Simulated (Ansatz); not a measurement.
**FHO (hypofluorous acid) at BHLYP/STO-3G**

Aim: the vertical singlet–triplet gap of FHO (hypofluorous acid) at BHLYP/STO-3G, from 2 runs. 

Program for the calculation: Ansatz 0.2.0.

## (1) The system as given

FHO has 3 atoms, charge 0, and is taken as a singlet. SMILES: `OF`. The shape is that of a GFN2-xTB optimisation.

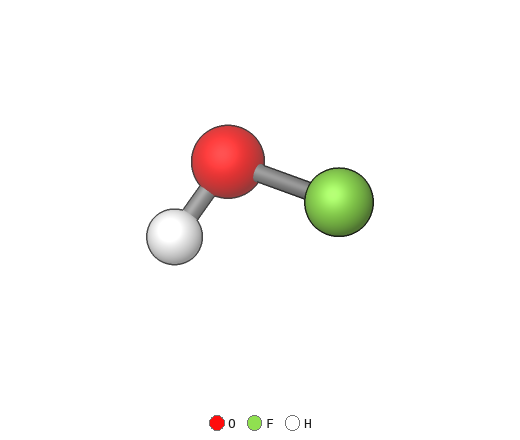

Viewed from a chosen angle; oxygen red, fluorine green, hydrogen white.

## (2) The energy at BHLYP/STO-3G

Input file input.yaml:

```yaml
crystal:
  periodic: [false, false, false]
  atoms:
    - symbol: O
      position_ang: [0.414430, -0.197140, 0.208800]
    - symbol: F
      position_ang: [-0.212000, 1.020440, -0.004820]
    - symbol: H
      position_ang: [-0.202430, -0.823300, -0.203980]
basis:
  gaussian: {orbitals: STO-3G}
hamiltonian: {xc: {name: BHLYP}}
accuracy: high
```

The run is started by

```console
$ ansatz run input.yaml --threads 1 --pin off --max-ram 2610MiB --events-out events.jsonl --progress --plain --runs-dir runs
```

Log:

```text
Warning: RAYON_NUM_THREADS=1 ignored (pool sized by the plan → 1); use --threads N
Functional definition: BHLYP
  name "BHLYP"
  parameter a = 0.5
  exchange = (1 - a)*b88_x + a*exact_x
  correlation = lyp_c
168 factors; integrals over basis functions are off by at most 3.5e-8 eV
mean field evaluation 1: about -4707.5604 eV, gradient 8.5e0 eV
mean field evaluation 2: about -4707.8817 eV, gradient 1.5e0 eV
mean field evaluation 4: about -4707.8897 eV, gradient 4.1e-2 eV
mean field evaluation 8: about -4707.9383 eV, gradient 5.1e-4 eV
mean field evaluation 16: about -4707.9383 eV, gradient 1.1e-8 eV
mean field -4707.93833547 eV, -173.0135426734 hartree, gradient 1.1e-8 eV, S^2 0.000000; 0 other end points of the search recorded, 0 dependent functions left out
reference -4707.93834627 eV, -173.0135430702 hartree; 9, 9 occupied and 2, 2 virtual orbitals, 168 factors
Total energy: -4707.93834627 eV, -173.0135430702 hartree
```

Run time: 0.36 s. Hardware: 1 thread of Arm Neoverse V2, shared host.

## (3) The triplet, same level

Input file job.yaml:

```yaml
crystal:
  periodic: [false, false, false]
  atoms:
    - symbol: O
      position_ang: [0.414430, -0.197140, 0.208800]
    - symbol: F
      position_ang: [-0.212000, 1.020440, -0.004820]
    - symbol: H
      position_ang: [-0.202430, -0.823300, -0.203980]
basis:
  gaussian:
    orbitals: STO-3G
magnetization:
  spin_polarized: true
  initial_magnetization: 2
hamiltonian:
  xc: {name: BHLYP}
accuracy: high
```

The run is started by

```console
$ ansatz run job.yaml --threads 1 --pin off --max-ram 2610MiB --events-out events.jsonl --progress --plain --runs-dir runs
```

Log:

```text
Warning: RAYON_NUM_THREADS=1 ignored (pool sized by the plan → 1); use --threads N
[... 5 set-up lines as earlier in the session ...]
168 factors; integrals over basis functions are off by at most 3.5e-8 eV
mean field evaluation 1: about -4702.2656 eV, gradient 5.8e0 eV
mean field evaluation 2: about -4702.6175 eV, gradient 2.4e0 eV
mean field evaluation 4: about -4702.6627 eV, gradient 1.3e-1 eV
mean field evaluation 8: about -4702.8030 eV, gradient 2.9e-3 eV
mean field evaluation 16: about -4702.8029 eV, gradient 1.2e-6 eV
mean field -4702.80294911 eV, -172.8248207053 hartree, gradient 4.1e-8 eV, S^2 2.001839; 1 other end points of the search recorded, 0 dependent functions left out
reference -4702.80295976 eV, -172.8248210969 hartree; 10, 8 occupied and 1, 3 virtual orbitals, 168 factors
Total energy: -4702.80295976 eV, -172.8248210969 hartree
```

Wall time 0.64 s (1 thread of Arm Neoverse V2, shared host); peak memory 0.094 GiB.

## (4) Results

At BHLYP/STO-3G:

```
                                        quantity          value
                           singlet: total energy  -173.01354 Eh
                           triplet: total energy  -172.82482 Eh
                                   triplet: ⟨S²⟩          2.002
vertical energy of the triplet above the singlet       5.135 eV
```

In words: At this shape the triplet lies 5.14 eV (118 kcal/mol) above the singlet.
